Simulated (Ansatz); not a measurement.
System: Cl6Yb (charge −3, doublet).

Input file:

```
crystal:
  periodic: [false, false, false]
  atoms:
    - {symbol: Yb, position_ang: [0.000002, 0.000121, -0.000115]}
    - {symbol: Cl, position_ang: [-0.048218, 0.024517, 2.707086]}
    - {symbol: Cl, position_ang: [0.047176, -0.023777, -2.707319]}
    - {symbol: Cl, position_ang: [2.707464, 0.036529, -0.006817]}
    - {symbol: Cl, position_ang: [-2.707321, -0.037310, 0.006902]}
    - {symbol: Cl, position_ang: [0.017799, 2.707530, 0.030446]}
    - {symbol: Cl, position_ang: [-0.016901, -2.707600, -0.030173]}
basis:
  gaussian: {orbitals: def2-TZVP, initial_orbitals: start.molden}
total_charge: -3
magnetization: {spin_polarized: true, initial_magnetization: 1}
hamiltonian: {xc: pbe0, dispersion: d4}
scf: {omitted_lower_state_checks: [starts]}
output: {forces: true, orbitals: {seedname: orbitals}}
```

Command:

```sh
ansatz run in.yaml --threads 4 --pin off --events-out ev --progress --plain --max-ram 6963MiB
```

Geometry: PBE-D4/def2-SVP; the highest occupied orbital lies above zero, a sign that basis and functional describe the outermost electron poorly.

All numbers below come from UKS PBE0-D4/def2-TZVP (Ansatz 0.2.0).

### What will maps of the electron density, electron localisation function and spin density show?

Yb–Cl (2.71 Å): the density is about 0.28 e/Å³ at the midpoint; the ELF peaks at about 0.90 in the valence shell of Cl, 0.9 Å from its nucleus, and is about 0.25 at the midpoint.
The unpaired spin (1 electron) lies mostly on Yb1 (about 1.0), in electrons by Hirshfeld's partition.

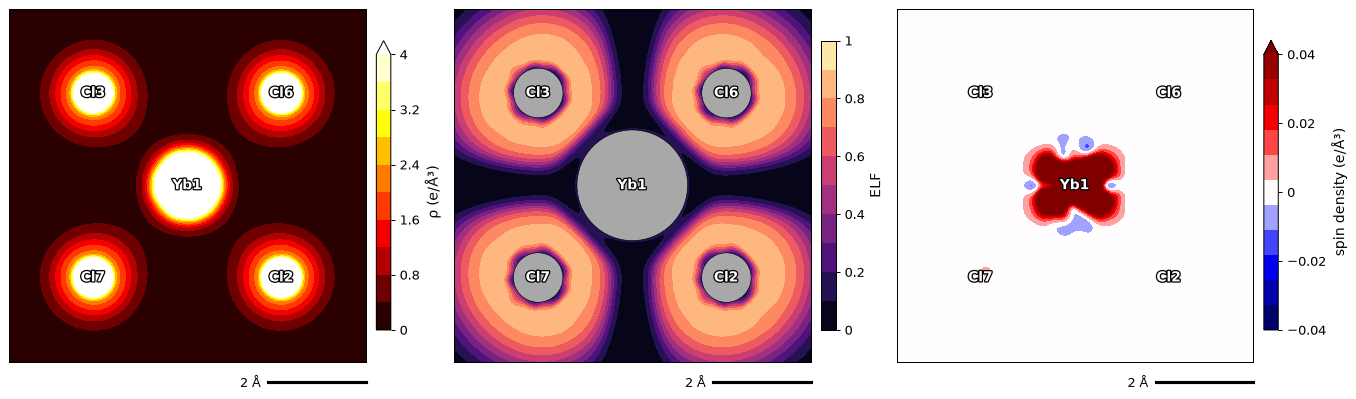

Computed electron density, electron localisation function and spin density on the plane of atoms Cl3, Yb1 and Cl7, in this order. Grey discs cover the atomic cores in the ELF map. 
